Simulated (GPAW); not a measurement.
**Convergence study of the k-point mesh for V (Im-3m, 1 atom in the cell)**

```
V
1.0
   -1.50743     1.50743     1.50743
    1.50743    -1.50743     1.50743
    1.50743     1.50743    -1.50743
V
1
Cartesian
  0.00000   0.00000   0.00000
```

Level of theory: PBE, GPAW PAW datasets PBE (gpaw-data 1.0.1) (plane waves; GPAW).

Base settings: mode = pw; ecut = 800 eV; xc = PBE; kpts = 11 11 11; mesh shift (steps) = 0 0 0; occupations.name = methfessel-paxton; occupations.width = 0.1 eV; occupations.order = 0; nbands = -5; symmetry.symmorphic = false.

Only quantities that move along the ladder and can be compared are tabulated.

The count of work is k-points × plane waves × bands × iterations; it is no time. 

The starting cell has typed, rounded lattice constants, without a prior relaxation at this level. Its lattice was rescaled by up to half a per cent. Spin polarisation is off.

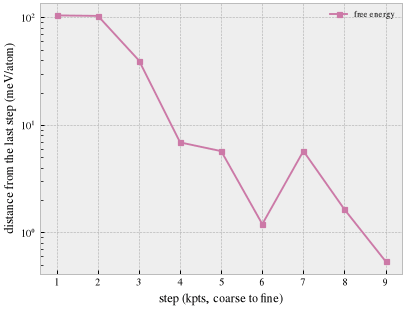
*Distance from the last step along the ladder; very small values are drawn at a floor.*

```csv
kpts,free energy less the last step's (meV/atom),pressure (GPa),count of work / last
3 3 3,-104.22,-2.26,0.0070
4 4 4,-103.13,-2.85,0.015
5 5 5,39.62,-0.05,0.015
7 7 7,-6.87,-1.42,0.031
9 9 9,5.70,-2.25,0.057
11 11 11,1.19,-1.84,0.074
12 12 12,5.71,-1.97,0.13
15 15 15,-1.64,-2.24,0.21
22 22 22,0.54,-1.94,0.54
24 24 24,0.00,-2.07,1.0
```

Coarsest kpts that holds the pressure within 1 GPa of the last step, with all finer ones: 7 7 7, at 0.031 of the last step's count of work; the step before is off by 2.0 GPa.

Coarsest kpts that holds the free energy within 2 meV/atom of the last step, with all finer ones: 15 15 15, at 0.21 of the last step's count of work; the step before is off by 5.7 meV/atom.
